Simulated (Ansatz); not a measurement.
# Run report: SiHBr$_{2}$F, molecular dynamics (part 1 of 2)

System: SiHBr$_{2}$F, SMILES F[SiH](Br)Br.
Method: RKS BLYP-d4/def2-SVP (Ansatz 0.2.0).

The geometry comes from this level: PBE0-D4/def2-TZVP. Figures and captions count atoms from 1; the log counts them from 0 in places.

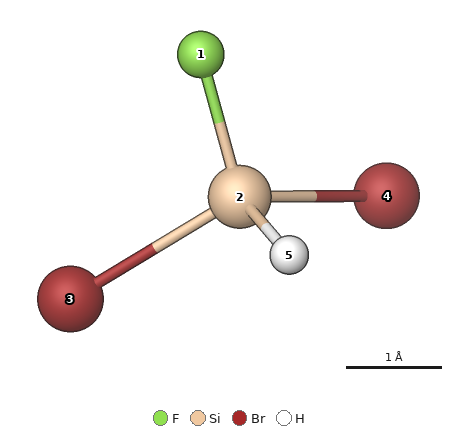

Figure 1. The starting structure (ball-and-stick view, seen at a tilt; atoms are numbered from 1 in the order of the input). Bond lengths as drawn: Br–Si 2.19 Å, F–Si 1.58 Å and H–Si 1.47 Å.

## Summary

| quantity | value |
| --- | --- |
| outcome | finished |
| mean temperature over the second half | 626 K |
| trajectory | 30 steps, 15 fs |
| ensemble | nvt_nose_hoover |
| temperature in the input | 700 K |
| time step | 0.5 fs |
| potential energy (last step) | −150686.9700 eV |
| mean-field energy (last step) | −150686.6257 eV |
| dispersion energy (last step) | −0.3442 eV |
| SCF solution under orbital rotations (last step) | stable |
| largest force (length of the vector) (last step) | 1.593 eV/Å |
| dipole moment (last step) | 1.02 D |
| hardware | 4 threads of Arm Neoverse V2, 23 GiB of memory available, shared host |
| wall time | 22 s (CPU time 81 s) |
| peak memory | 0.16 GiB |

## Remarks

So short a trajectory is not equilibrated.

## Input
```yaml
crystal:
  periodic: [false, false, false]
  atoms:
    - {symbol: F, position_ang: [-0.718690, 0.134703, 1.457040]}
    - {symbol: Si, position_ang: [0.007252, 0.119388, 0.050168]}
    - {symbol: Br, position_ang: [1.725771, -1.232687, 0.176560]}
    - {symbol: Br, position_ang: [-1.421820, -0.576756, -1.456816]}
    - {symbol: H, position_ang: [0.457288, 1.481652, -0.268251]}
basis:
  gaussian: {orbitals: def2-SVP}
hamiltonian: {xc: {name: BLYP}, dispersion: d4}
md: {timestep: 0.5 fs, n_steps: 30, ensemble: nvt_nose_hoover, temperature: 700, initial_velocities: maxwell_boltzmann, seed: 758}
```

Run as:
```bash
ansatz run in.yaml --threads 4 --pin off --events-out ev --progress --plain --max-ram 10444MiB
```

## What the program printed
```
Functional definition: BLYP
  name "BLYP"
  cite "Becke, Phys. Rev. A 38, 3098 (1988) doi:10.1103/PhysRevA.38.3098"
  cite "Lee, Yang & Parr, Phys. Rev. B 37, 785 (1988) doi:10.1103/PhysRevB.37.785"
  parameter beta = 0.0042
  parameter a = 0.04918
  parameter b = 0.132
  parameter c = 0.2533
  parameter d = 0.349
  exchange = b88_x(beta = beta)
  correlation = lyp_c(a = a, b = b, c = c, d = d)
1092 factors; their error is unknown
mean field evaluation 1: about -150684.9324 eV, gradient 3.4e1 eV
mean field evaluation 2: about -150678.5087 eV, gradient 7.4e1 eV
mean field evaluation 4: about -150686.7869 eV, gradient 1.7e0 eV
mean field evaluation 8: about -150686.6510 eV, gradient 1.0e-1 eV
mean field -150686.65103822 eV, -5537.6322865741 hartree, gradient 7.0e-5 eV, S^2 0.000000; 0 other end points of the search recorded, 0 dependent functions left out
the calculation of the forces begins
reference -150686.65135131 eV, -5537.6322980798 hartree; 47, 47 occupied and 54, 54 virtual orbitals, 1092 factors
md step     0: t =     0.00 fs  T =   700.0 K  F+E_penalty+E_count = -150687.00200259 eV  E_kin = 0.271446 eV  conserved = -150686.73055659 eV  (25 SCF iters)
these checks for a lower state are left out or cut short: starts, cluster_reference, orbital_swaps, neighbouring_geometries, increment
1092 factors; their error is unknown
mean field evaluation 16: about -150686.7888 eV, gradient 4.1e-1 eV
mean field -150686.64730749 eV, -5537.6321494722 hartree, gradient 2.6e-5 eV, S^2 0.000000; 0 other end points of the search recorded, 0 dependent functions left out
the calculation of the forces begins
reference -150686.64762073 eV, -5537.6321609835 hartree; 47, 47 occupied and 54, 54 virtual orbitals, 1092 factors
md step     1: t =     0.50 fs  T =   690.3 K  F+E_penalty+E_count = -150686.99826283 eV  E_kin = 0.267701 eV  conserved = -150686.73056223 eV  (27 SCF iters, 3 dispersion substeps)
[... from here on the SCF iterations and repeated set-up lines of each step are left out, up to the last step ...]
md step     2: t =     1.00 fs  T =   679.2 K  F+E_penalty+E_count = -150686.99395782 eV  E_kin = 0.263397 eV  conserved = -150686.73056072 eV  (28 SCF iters, 3 dispersion substeps)
md step     3: t =     1.50 fs  T =   666.8 K  F+E_penalty+E_count = -150686.98911439 eV  E_kin = 0.258564 eV  conserved = -150686.73055158 eV  (27 SCF iters, 3 dispersion substeps)
md step     4: t =     2.00 fs  T =   653.3 K  F+E_penalty+E_count = -150686.98387771 eV  E_kin = 0.253344 eV  conserved = -150686.73053585 eV  (27 SCF iters, 3 dispersion substeps)
md step     5: t =     2.50 fs  T =   639.5 K  F+E_penalty+E_count = -150686.97849520 eV  E_kin = 0.247983 eV  conserved = -150686.73051579 eV  (27 SCF iters, 3 dispersion substeps)
md step     6: t =     3.00 fs  T =   626.1 K  F+E_penalty+E_count = -150686.97328208 eV  E_kin = 0.242795 eV  conserved = -150686.73049393 eV  (27 SCF iters, 3 dispersion substeps)
md step     7: t =     3.50 fs  T =   614.0 K  F+E_penalty+E_count = -150686.96857935 eV  E_kin = 0.238116 eV  conserved = -150686.73047444 eV  (27 SCF iters, 3 dispersion substeps)
md step     8: t =     4.00 fs  T =   604.1 K  F+E_penalty+E_count = -150686.96470368 eV  E_kin = 0.234262 eV  conserved = -150686.73045818 eV  (27 SCF iters, 3 dispersion substeps)
md step     9: t =     4.50 fs  T =   597.0 K  F+E_penalty+E_count = -150686.96191195 eV  E_kin = 0.231488 eV  conserved = -150686.73044786 eV  (27 SCF iters, 3 dispersion substeps)
md step    10: t =     5.00 fs  T =   593.0 K  F+E_penalty+E_count = -150686.96036615 eV  E_kin = 0.229954 eV  conserved = -150686.73044478 eV  (27 SCF iters, 3 dispersion substeps)
md step    11: t =     5.50 fs  T =   592.4 K  F+E_penalty+E_count = -150686.96011386 eV  E_kin = 0.229708 eV  conserved = -150686.73044948 eV  (28 SCF iters, 3 dispersion substeps)
md step    12: t =     6.00 fs  T =   594.9 K  F+E_penalty+E_count = -150686.96108051 eV  E_kin = 0.230674 eV  conserved = -150686.73046160 eV  (27 SCF iters, 3 dispersion substeps)
md step    13: t =     6.50 fs  T =   600.0 K  F+E_penalty+E_count = -150686.96307478 eV  E_kin = 0.232664 eV  conserved = -150686.73048003 eV  (27 SCF iters, 3 dispersion substeps)
md step    14: t =     7.00 fs  T =   607.0 K  F+E_penalty+E_count = -150686.96580635 eV  E_kin = 0.235389 eV  conserved = -150686.73050289 eV  (27 SCF iters, 3 dispersion substeps)
md step    15: t =     7.50 fs  T =   615.0 K  F+E_penalty+E_count = -150686.96891454 eV  E_kin = 0.238491 eV  conserved = -150686.73052702 eV  (27 SCF iters, 3 dispersion substeps)
md step    16: t =     8.00 fs  T =   623.0 K  F+E_penalty+E_count = -150686.97201035 eV  E_kin = 0.241582 eV  conserved = -150686.73055092 eV  (29 SCF iters, 3 dispersion substeps)
md step    17: t =     8.50 fs  T =   630.0 K  F+E_penalty+E_count = -150686.97471816 eV  E_kin = 0.244291 eV  conserved = -150686.73057080 eV  (29 SCF iters, 3 dispersion substeps)
md step    18: t =     9.00 fs  T =   635.2 K  F+E_penalty+E_count = -150686.97672667 eV  E_kin = 0.246308 eV  conserved = -150686.73058388 eV  (26 SCF iters, 3 dispersion substeps)
md step    19: t =     9.50 fs  T =   638.1 K  F+E_penalty+E_count = -150686.97783245 eV  E_kin = 0.247433 eV  conserved = -150686.73058866 eV  (28 SCF iters, 3 dispersion substeps)
md step    20: t =    10.00 fs  T =   638.5 K  F+E_penalty+E_count = -150686.97796921 eV  E_kin = 0.247600 eV  conserved = -150686.73058326 eV  (28 SCF iters, 3 dispersion substeps)
md step    21: t =    10.50 fs  T =   636.7 K  F+E_penalty+E_count = -150686.97722235 eV  E_kin = 0.246893 eV  conserved = -150686.73056903 eV  (28 SCF iters, 3 dispersion substeps)
md step    22: t =    11.00 fs  T =   633.2 K  F+E_penalty+E_count = -150686.97581232 eV  E_kin = 0.245530 eV  conserved = -150686.73054887 eV  (28 SCF iters, 3 dispersion substeps)
md step    23: t =    11.50 fs  T =   628.8 K  F+E_penalty+E_count = -150686.97405260 eV  E_kin = 0.243821 eV  conserved = -150686.73052663 eV  (29 SCF iters, 3 dispersion substeps)
md step    24: t =    12.00 fs  T =   624.3 K  F+E_penalty+E_count = -150686.97228663 eV  E_kin = 0.242104 eV  conserved = -150686.73050665 eV  (29 SCF iters, 3 dispersion substeps)
md step    25: t =    12.50 fs  T =   620.7 K  F+E_penalty+E_count = -150686.97081669 eV  E_kin = 0.240677 eV  conserved = -150686.73049387 eV  (28 SCF iters, 3 dispersion substeps)
md step    26: t =    13.00 fs  T =   618.2 K  F+E_penalty+E_count = -150686.96983648 eV  E_kin = 0.239732 eV  conserved = -150686.73049006 eV  (28 SCF iters, 3 dispersion substeps)
md step    27: t =    13.50 fs  T =   617.1 K  F+E_penalty+E_count = -150686.96939392 eV  E_kin = 0.239316 eV  conserved = -150686.73049657 eV  (29 SCF iters, 3 dispersion substeps)
md step    28: t =    14.00 fs  T =   617.2 K  F+E_penalty+E_count = -150686.96938193 eV  E_kin = 0.239323 eV  conserved = -150686.73051101 eV  (28 SCF iters, 3 dispersion substeps)
md step    29: t =    14.50 fs  T =   617.7 K  F+E_penalty+E_count = -150686.96957031 eV  E_kin = 0.239529 eV  conserved = -150686.73052967 eV  (29 SCF iters, 3 dispersion substeps)
these checks for a lower state are left out or cut short: starts, cluster_reference, orbital_swaps, neighbouring_geometries, increment
1092 factors; their error is unknown
mean field -150686.62543622 eV, -5537.6313457178 hartree, gradient 9.9e-6 eV, S^2 0.000000; 0 other end points of the search recorded, 0 dependent functions left out
the calculation of the forces begins
reference -150686.62574917 eV, -5537.6313572185 hartree; 47, 47 occupied and 54, 54 virtual orbitals, 1092 factors
1092 factors; their error is unknown
mean field evaluation 256: about -150686.6254 eV, gradient 1.1e-3 eV
mean field -150686.62543622 eV, -5537.6313457178 hartree, gradient 9.7e-6 eV, S^2 0.000000; 1 other end points of the search recorded, 0 dependent functions left out
the calculation of the forces begins
reference -150686.62574917 eV, -5537.6313572185 hartree; 47, 47 occupied and 54, 54 virtual orbitals, 1092 factors
md step    30: t =    15.00 fs  T =   618.0 K  F+E_penalty+E_count = -150686.96966266 eV  E_kin = 0.239640 eV  conserved = -150686.73054808 eV  (26 SCF iters, 3 dispersion substeps)
```

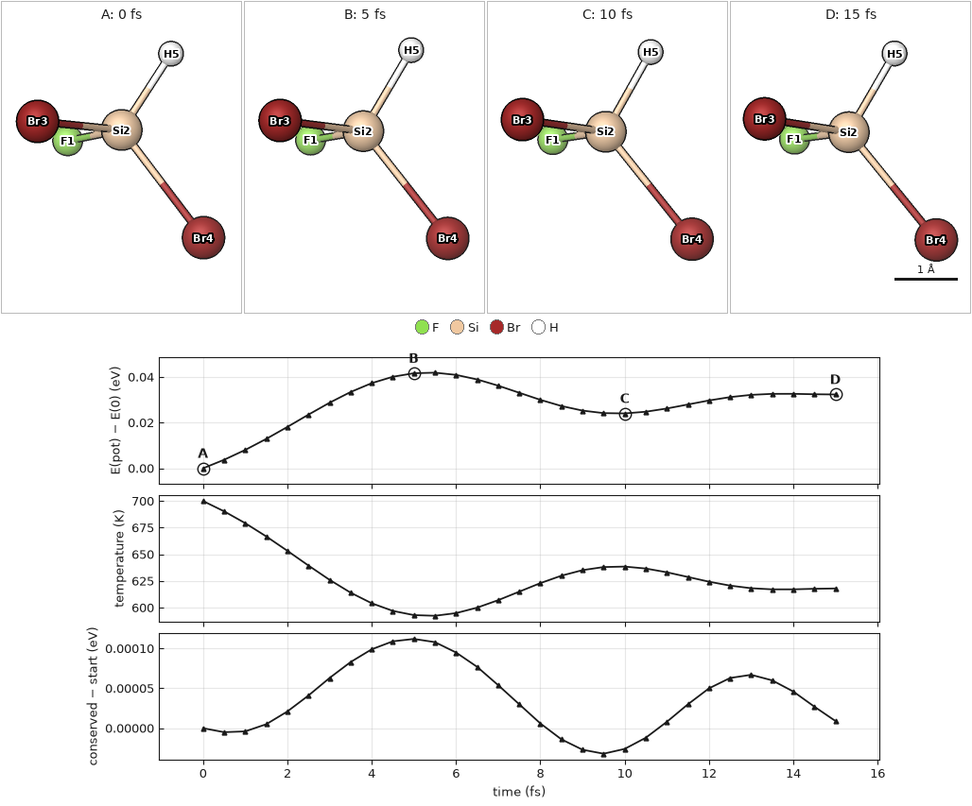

Figure 2. Frames of the molecular dynamics (ball-and-stick, seen at a tilt) above the curves, on which the letters mark them. The trajectory kept here has 31 frames over 15 fs. The temperature starts at 700 K, ranges from 592 to 700 K and averages 626 K over the second half. The potential energy ends 0.032 eV above its first value. The conserved quantity stays within 0.00014 eV. After an unweighted best fit of the last frame on the first, the root-mean-square displacement is 0.08 Å.

```
Total energy: -150686.96997561 eV, -5537.6440073068 hartree
Atom 0 at    -0.700999     0.147791     1.503397 Å, force     0.185905    -0.140701    -0.590277 eV/Å
Atom 1 at     0.043173     0.047120     0.031691 Å, force    -1.188963     0.894615     0.568649 eV/Å
Atom 2 at     1.767695    -1.224822     0.209545 Å, force     0.958332    -1.084968     0.053510 eV/Å
Atom 3 at    -1.482351    -0.560915    -1.494134 Å, force     0.159506    -0.064253     0.133146 eV/Å
Atom 4 at     0.598049     1.369374    -0.283645 Å, force    -0.114780     0.395307    -0.165029 eV/Å
Dipole moment:     0.142284     0.057297    -0.146841 e Å
```

## Trajectory as extended XYZ (Å, eV, eV/Å), 31 frames, from step=0 to step=30
```
5
Properties=species:S:1:pos:R:3:forces:R:3 step=0 time_fs=0.0 energy=-150687.00200 temperature=700.0
F    -0.7187    0.1347    1.4570   -0.8140   0.0358   1.5793
Si    0.0073    0.1194    0.0502    0.6099   0.3285  -1.0400
Br    1.7258   -1.2327    0.1766    0.5798  -0.4387   0.0371
Br   -1.4218   -0.5768   -1.4568   -0.4710  -0.2170  -0.5054
H     0.4573    1.4817   -0.2683    0.0954   0.2915  -0.0710
5
Properties=species:S:1:pos:R:3:forces:R:3 step=1 time_fs=0.5 energy=-150686.99826 temperature=690.3
F    -0.7166    0.1351    1.4558   -0.8686   0.0356   1.6714
Si    0.0078    0.1158    0.0511    0.6714   0.4517  -1.1759
Br    1.7268   -1.2321    0.1776    0.6028  -0.4776   0.0390
Br   -1.4237   -0.5762   -1.4579   -0.4497  -0.2078  -0.4812
H     0.4693    1.4804   -0.2679    0.0441   0.1981  -0.0533
5
Properties=species:S:1:pos:R:3:forces:R:3 step=2 time_fs=1.0 energy=-150686.99396 temperature=679.2
F    -0.7145    0.1355    1.4548   -0.9167   0.0359   1.7511
Si    0.0085    0.1122    0.0520    0.7289   0.5789  -1.3008
Br    1.7279   -1.2315    0.1787    0.6258  -0.5162   0.0410
Br   -1.4257   -0.5756   -1.4591   -0.4281  -0.1986  -0.4569
H     0.4813    1.4795   -0.2676   -0.0100   0.0999  -0.0344
5
Properties=species:S:1:pos:R:3:forces:R:3 step=3 time_fs=1.5 energy=-150686.98911 temperature=666.8
F    -0.7126    0.1359    1.4540   -0.9575   0.0365   1.8172
Si    0.0092    0.1086    0.0528    0.7801   0.7052  -1.4121
Br    1.7290   -1.2309    0.1798    0.6488  -0.5545   0.0429
Br   -1.4276   -0.5750   -1.4602   -0.4062  -0.1894  -0.4326
H     0.4934    1.4790   -0.2674   -0.0651   0.0022  -0.0154
5
Properties=species:S:1:pos:R:3:forces:R:3 step=4 time_fs=2.0 energy=-150686.98388 temperature=653.3
F    -0.7108    0.1364    1.4534   -0.9906   0.0373   1.8685
Si    0.0099    0.1052    0.0534    0.8226   0.8261  -1.5075
Br    1.7301   -1.2304    0.1809    0.6716  -0.5923   0.0448
Br   -1.4295   -0.5744   -1.4614   -0.3842  -0.1805  -0.4082
H     0.5053    1.4784   -0.2672   -0.1195  -0.0906   0.0024
```
